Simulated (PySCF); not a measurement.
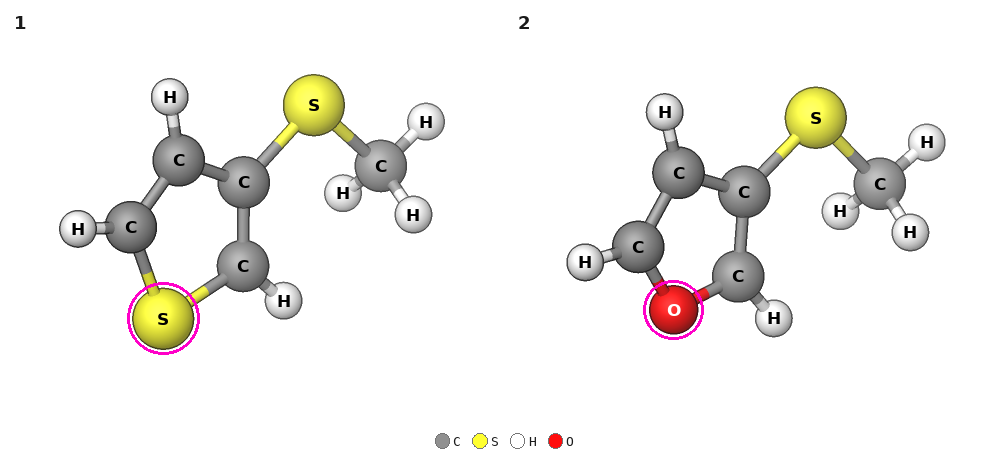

2 molecules with one skeleton, seen from the same side and at one scale; the atom that differs is circled. Each species is neutral and a spin singlet. Computed geometries: GFN2-xTB optimisations, one conformation each. Properties computed with PySCF 2.14.0.

One atom differs, called X below: S in panel 1, O in panel 2. Their formulas are C5H6S2 (`CSc1ccsc1`), C5H6OS (`CSc1ccoc1`).

In which is the Hirshfeld charge of X higher (PBE0/pcSseg-1)?

Answer. In panel 1 (X = S).

In which is the mean length of X–C larger (GFN2-xTB)?

Answer. In panel 1 (X = S).

Give the values. With GFN2-xTB: mean length of X–C (Å), angle C–X–C (°). With PBE0/pcSseg-1: dipole moment (D), HOMO energy (Kohn–Sham orbital) (eV), HOMO–LUMO gap (eV), Hirshfeld charge of X (e), mean GIAO shielding of the 2 C atoms bonded to X (ppm).

| quantity | 1 (S) | 2 (O) | 2 − 1 |
| --- | --- | --- | --- |
| mean length of X–C (Å) | 1.722 | 1.345 | −0.377 |
| angle C–X–C (°) | 91.1 | 107.2 | +16.1 |
| dipole moment (D) | 1.02 | 0.93 | −0.09 |
| HOMO energy (Kohn–Sham orbital) (eV) | −6.04 | −6.02 | +0.02 |
| HOMO–LUMO gap (eV) | 5.63 | 6.30 | +0.67 |
| Hirshfeld charge of X (e) | 0.10 | −0.07 | −0.17 |
| mean GIAO shielding of the 2 C atoms bonded to X (ppm) | 60.6 | 43.9 | −16.7 |
